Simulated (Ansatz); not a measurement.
A series of calculations on BOClF

### Relaxation

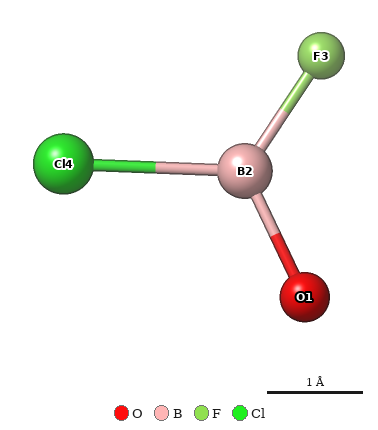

Starting structure of BOClF (multiplicity 2) (coarse preliminary run). Style: ball-and-stick. Shown from a free direction.

Computed with Ansatz 0.2.0, UKS PBE-D4/def2-SVP.

Input
```yaml
crystal:
  periodic: [false, false, false]
  atoms:
    - {symbol: O, position_ang: [-0.286000, -1.398600, -0.584600]}
    - {symbol: B, position_ang: [-0.092800, -0.023200, -0.056700]}
    - {symbol: F, position_ang: [-1.088300, 1.034000, -0.277800]}
    - {symbol: Cl, position_ang: [1.522700, 0.327500, 0.898800]}
basis:
  gaussian: {orbitals: def2-SVP}
magnetization: {spin_polarized: true, initial_magnetization: 1}
hamiltonian: {xc: pbe, dispersion: d4}
relax: {f_tol: 0.03, max_steps: 250}
```

### What does the optimiser find from here?

The optimiser took 6 steps. The atom that moves furthest after the best rigid fit is O1 (0.18 Å). By element the largest moves are O 0.18 Å, Cl 0.17 Å, F 0.11 Å, B 0.04 Å. Near-neighbour distances that change, for instance: O1–B2 1.486 → 1.325 Å, B2–F3 1.469 → 1.326 Å, B2–Cl4 1.909 → 1.788 Å. Among the angles between lasting bonds that change: O1–B2–Cl4 117.2° → 110.1°, O1–B2–F3 121.6° → 127.7°. The run took of the order of 12 core-seconds on a shared host.

Final geometry:

```xyz
4

O    -0.2038   -1.2632   -0.4974
B    -0.1276   -0.0087   -0.0782
F    -1.0140    0.9608   -0.2574
Cl    1.4009    0.2508    0.8127
```

The end point in the same view:

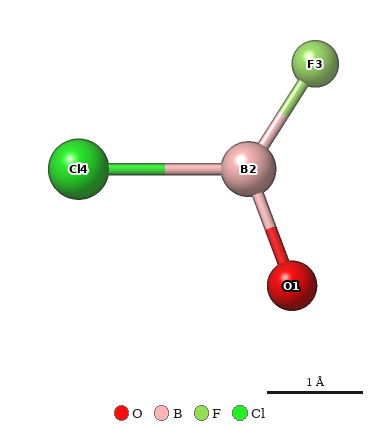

### Relaxation

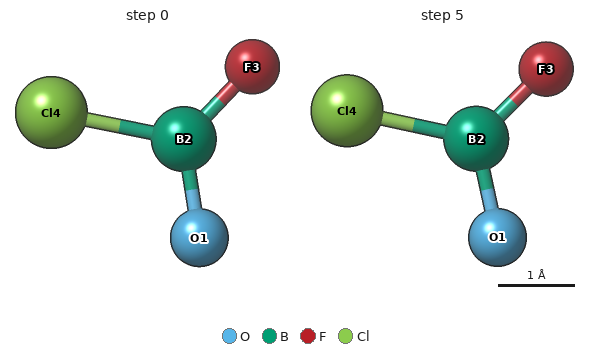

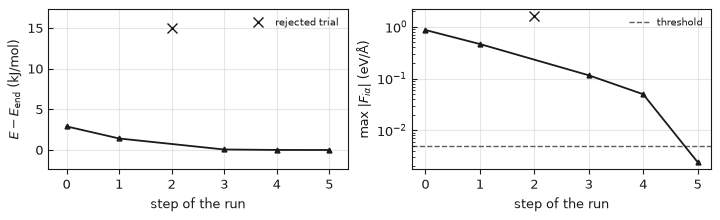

First and last geometry of a relaxation of BOClF (multiplicity 2), with the history of the run. Style: ball-and-stick. Shown at a tilt.

The calculation used UKS PBE0-D4/def2-TZVP (Ansatz).

The input:
```yaml
crystal:
  periodic: [false, false, false]
  atoms:
    - {symbol: O, position_ang: [-0.203151, -1.263139, -0.497925]}
    - {symbol: B, position_ang: [-0.127506, -0.008673, -0.078317]}
    - {symbol: F, position_ang: [-1.014038, 0.960600, -0.257793]}
    - {symbol: Cl, position_ang: [1.400295, 0.250912, 0.813735]}
basis:
  gaussian: {orbitals: def2-TZVP}
magnetization: {spin_polarized: true, initial_magnetization: 1}
hamiltonian: {xc: pbe0, dispersion: d4}
relax: {f_tol: 0.005, max_steps: 200}
```

Read the history and describe the run.

Answer. It converged. After 4 accepted moves (5 points after the start) the energy has fallen by 2.90 kJ/mol. Largest force component: 0.87 eV/Å at the start, 0.0024 eV/Å at the end. The line search rejected the trial step at point 2 of the run. The largest move after the best rigid fit is that of O1, 0.042 Å. By element the largest moves are O 0.042 Å, F 0.035 Å, B 0.035 Å, Cl 0.025 Å. Some distances before and after: B2–Cl4 1.788 → 1.749 Å, O1–B2 1.325 → 1.340 Å, B2–F3 1.326 → 1.313 Å. Among the angles between lasting bonds that change: O1–B2–F3 127.7° → 122.8°, O1–B2–Cl4 110.1° → 114.2°.

| step | E − E(0), kJ/mol | largest force component, eV/Å | note |
| --- | --- | --- | --- |
| 0 | 0.00 | 0.8688 |  |
| 1 | -1.49 | 0.4653 |  |
| 2 | 12.08 | 1.6160 | rejected |
| 3 | -2.84 | 0.1157 |  |
| 4 | -2.90 | 0.0498 |  |
| 5 | -2.90 | 0.0024 |  |

### Scan

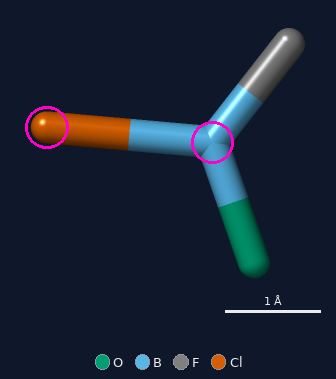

BOClF (multiplicity 2): the B2–Cl4 distance is varied, with the rest of the molecule carried along rigidly. The picture shows the minimum geometry. The ringed atoms are those of the scanned coordinate. Style: stick. Shown face on.

Levels of theory: CCSD(T), r2SCAN-D4 (def2-TZVPP, Ansatz), on geometries moved rigidly from the minimum at PBE0-D4/def2-TZVP. Coupled cluster with a frozen core. Energies are counted from the PBE0-D4/def2-TZVP minimum geometry at the same level.

Input
```yaml
crystal:
  periodic: [false, false, false]
  atoms:
    - {symbol: O, position_ang: [-0.239850, -1.257377, -0.518040]}
    - {symbol: B, position_ang: [-0.097327, -0.006016, -0.061670]}
    - {symbol: F, position_ang: [-0.996910, 0.929849, -0.257113]}
    - {symbol: Cl, position_ang: [1.389687, 0.273244, 0.816523]}
basis:
  gaussian: {orbitals: def2-TZVPP}
magnetization: {spin_polarized: true, initial_magnetization: 1}
correlation: {method: ccsd_t}
scf: {omitted_lower_state_checks: [cluster_reference]}
```

**Predict the energy profile (the distance: 1.504, 1.556, 1.631, 1.720, 1.749, 1.817, 1.922, 2.034, 2.152, 2.274 Å).**

Energies in kJ/mol.

```
distance (Å)  CCSD(T)  r2SCAN-D4
       1.504    113.0      109.1
       1.556     64.6       62.3
       1.631     21.9       21.2
       1.720      1.4        1.4
       1.749      0.0        0.0
       1.817      4.1        3.7
       1.922     25.2       23.4
       2.034     59.5       55.3
       2.152    102.0       94.4
       2.274    147.6      136.0
```

With CCSD(T): the lowest computed point lies at the distance 1.749 Å (0.0 kJ/mol). The curvature at the lowest point is about 26 eV/Å² (4.1 mdyn/Å). The well is steeper on the short side, as for any bond. At 2.274 Å the levels give r2SCAN-D4 136.0 kJ/mol, CCSD(T) 147.6 kJ/mol.

The computed profile:

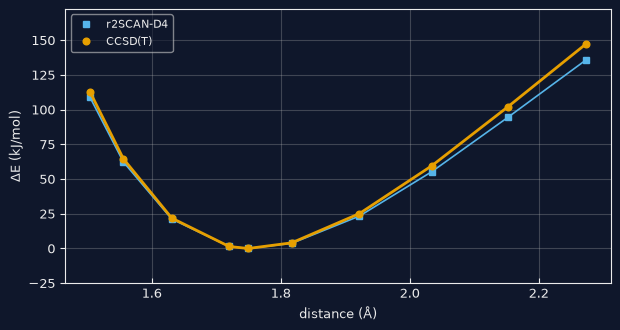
